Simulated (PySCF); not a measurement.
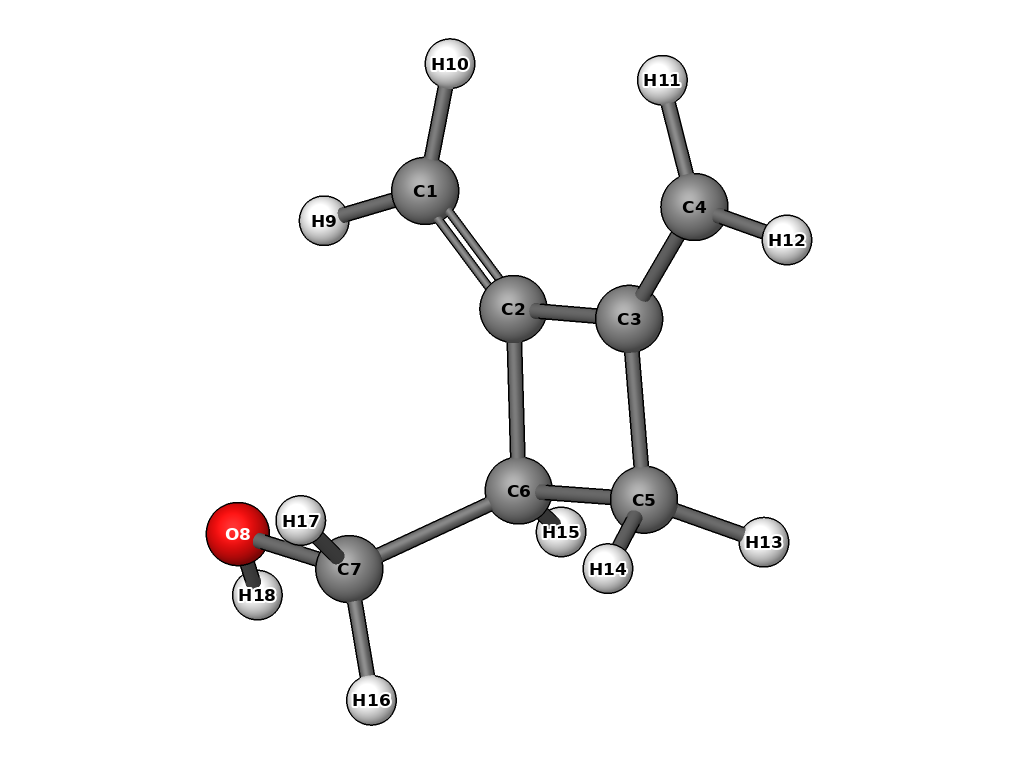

The questions are on Mulliken spin populations. Charge +1, doublet. The geometry was computed by an optimisation with GFN2-xTB. No frequency run is at hand to confirm it as a minimum. Properties computed with UKS B3LYP, pcH-1 on C H O, non-relativistic (PySCF 2.14.0).

List the Mulliken spin populations.

```json
{"atom": "C1", "value (e)": "0.49"}
{"atom": "C2", "value (e)": "0.04"}
{"atom": "C3", "value (e)": "0.02"}
{"atom": "C4", "value (e)": "0.37"}
{"atom": "C5", "value (e)": "0.00"}
{"atom": "C6", "value (e)": "0.03"}
{"atom": "C7", "value (e)": "0.03"}
{"atom": "O8", "value (e)": "0.06"}
{"atom": "H9", "value (e)": "−0.02"}
{"atom": "H10", "value (e)": "−0.02"}
{"atom": "H11", "value (e)": "−0.02"}
{"atom": "H12", "value (e)": "−0.02"}
{"atom": "H13", "value (e)": "0.01"}
{"atom": "H14", "value (e)": "0.01"}
{"atom": "H15", "value (e)": "0.00"}
{"atom": "H16", "value (e)": "0.02"}
{"atom": "H17", "value (e)": "0.00"}
{"atom": "H18", "value (e)": "0.00"}
```

Mulliken values depend strongly on the basis set.
